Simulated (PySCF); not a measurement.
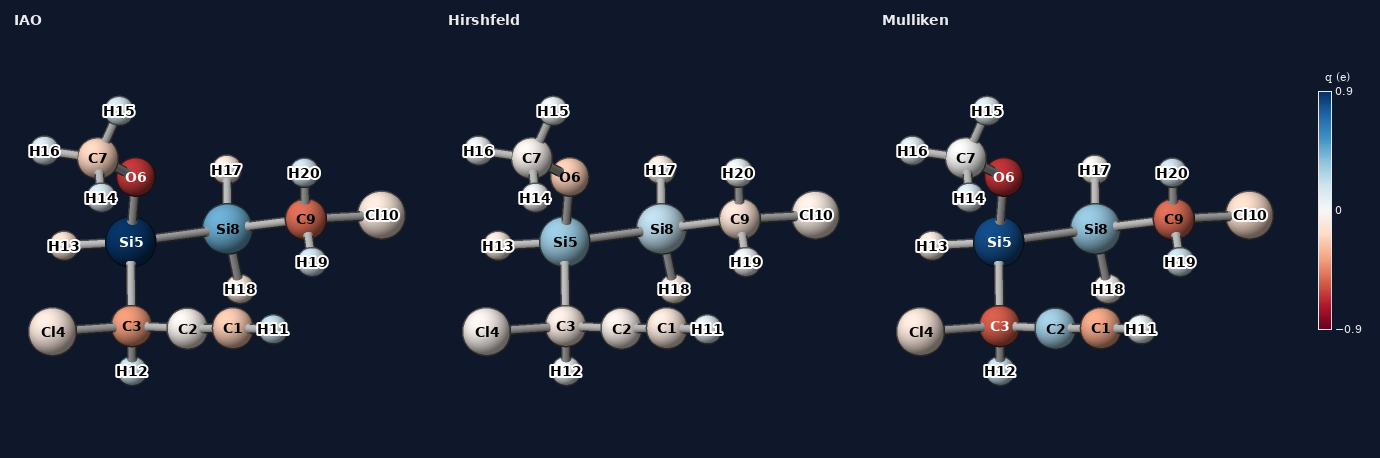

Atomic charges of one calculation by 3 schemes, on one colour scale. The geometry was computed by an optimisation with GFN2-xTB. No frequency run is at hand to confirm it as a minimum. Method: PBE0/pcSseg-1 (PySCF 2.14.0).

Question: On which atom do the schemes disagree most?

Answer: On Si5 (from 0.33 to 0.88 e).

List the charges (e), one line for each set of equivalent atoms.

| atom | IAO | Hirshfeld | Mulliken |
| --- | --- | --- | --- |
| C1 | −0.23 | −0.09 | −0.34 |
| C2 | −0.03 | −0.05 | 0.31 |
| C3 | −0.39 | −0.07 | −0.54 |
| Cl4 | −0.10 | −0.04 | −0.10 |
| Si5 | 0.88 | 0.33 | 0.81 |
| O6 | −0.64 | −0.22 | −0.65 |
| C7 | −0.20 | −0.03 | −0.01 |
| Si8 | 0.45 | 0.24 | 0.35 |
| C9 | −0.51 | −0.12 | −0.50 |
| Cl10 | −0.10 | −0.07 | −0.16 |
| H11 | 0.21 | 0.10 | 0.05 |
| H12 | 0.19 | 0.06 | 0.21 |
| H13 | −0.13 | −0.08 | −0.07 |
| H14 | 0.14 | 0.03 | 0.12 |
| H15 | 0.15 | 0.05 | 0.12 |
| H16 | 0.14 | 0.04 | 0.10 |
| H17 | −0.09 | −0.07 | −0.03 |
| H18 | −0.10 | −0.08 | −0.05 |
| H19 | 0.17 | 0.04 | 0.20 |
| H20 | 0.18 | 0.05 | 0.18 |

The geometry is semi-empirical. Around Si such bond lengths and angles can be off by a tenth of an ångström or more and by several degrees, and values that hang on the shape move with them.
